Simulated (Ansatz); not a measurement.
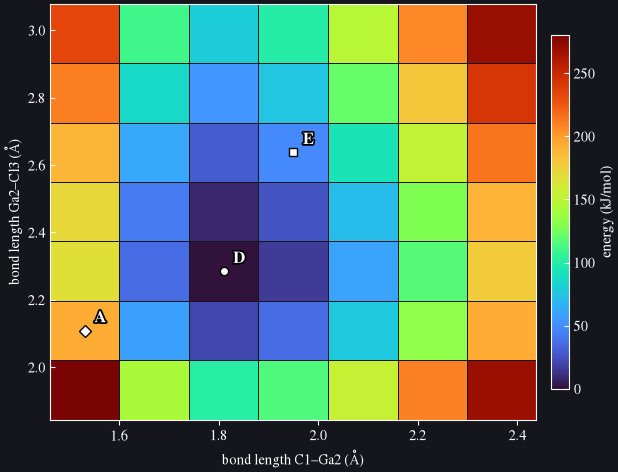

CH₃ClGa, SMILES [CH2-][GaH][Cl], charge −1. 
- First axis: bond length C1–Ga2. Second axis: bond length Ga2–Cl3.
- Nothing is relaxed (all other coordinates rigid).
- Grid: 7 × 7 points.
- Energies: kJ/mol, counted from the lowest grid point.
- Theory: Ansatz 0.2.0, RKS PBE0-D4/def2-SVPD.

The picture shows one coloured cell a grid point, lettered points.

### Is A the lowest point of the computed grid?

No. A lies 193 kJ/mol above the lowest grid point, which is at bond length C1–Ga2 = 1.81 Å, bond length Ga2–Cl3 = 2.285 Å.

### What kind of point is each of D, E: minimum, saddle, maximum or slope?

D: minimum; E: on a slope. (In these two coordinates alone; a stationary point may lie a little off the grid point.)

### Rank the lettered points by energy, lowest first.

D (0 kJ/mol), E (48 kJ/mol), A (193 kJ/mol).
